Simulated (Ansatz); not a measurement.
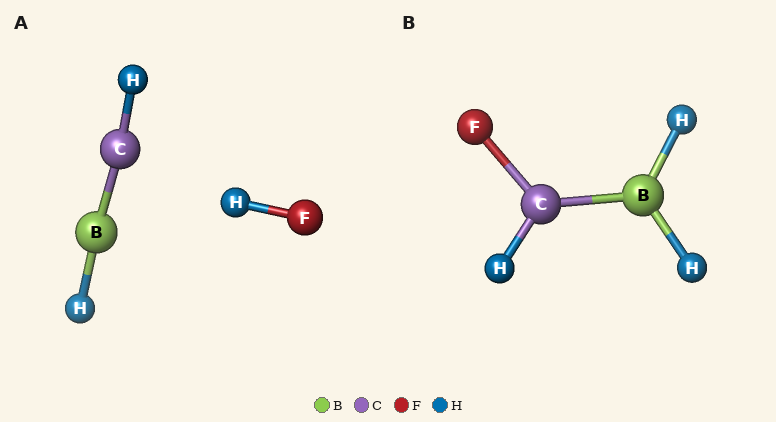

2 stationary structures of one formula. State: charge −1, singlet. Geometries: PBE0-D4/def2-TZVPD. Electronic energies: RHF-CCSD(T) (frozen core)/def2-TZVPPD (Ansatz 0.2.0), without zero-point energy. No frequency run is at hand to confirm each as a minimum.

Question: Which structure is the most stable?

Answer: B is lowest (Cs); A lies 7.9 kcal/mol above it (Cs).

Give E(B) − E(A) in kcal/mol at these levels too: ωB97M-V/def2-TZVPPD; PBE0-D4/def2-TZVPPD; PBE0-D4/def2-TZVPD; B3LYP-D4/def2-TZVPPD; PBE-D4/def2-TZVPPD; RHF-CCSD(T) (frozen core)/def2-TZVPPD; r2SCAN-D4/def2-TZVPPD.

```tsv
level	E(B) − E(A) (kcal/mol)
ωB97M-V/def2-TZVPPD	−10.2
PBE0-D4/def2-TZVPPD	−11.1
PBE0-D4/def2-TZVPD	−11.8
B3LYP-D4/def2-TZVPPD	−9.7
PBE-D4/def2-TZVPPD	−9.2
RHF-CCSD(T) (frozen core)/def2-TZVPPD	−7.9
r2SCAN-D4/def2-TZVPPD	−10.4
```
